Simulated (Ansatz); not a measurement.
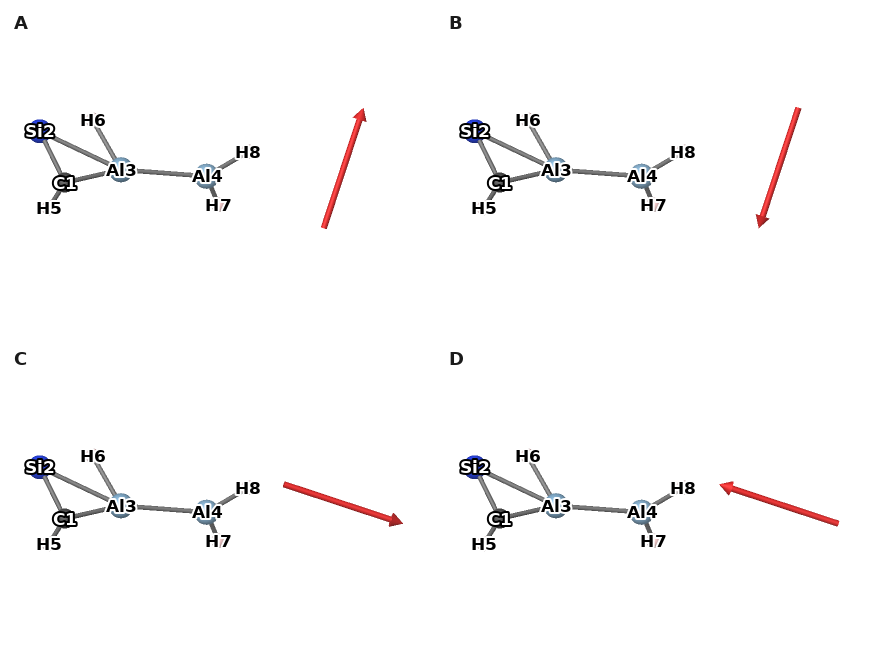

The same molecule four times, each with an arrow. Computed geometry: PBE0-D4/def2-TZVP optimisation. No frequency run is at hand to confirm it as a minimum. Method: RKS PBE0-D4/def2-TZVP (Ansatz 0.2.0).

> Which arrow points along the dipole moment, from the negative to the positive end?

C. The dipole moment is 2.05 D; it points from the side of Si2 to the side of H7, H8 (the outermost atoms at the two ends).
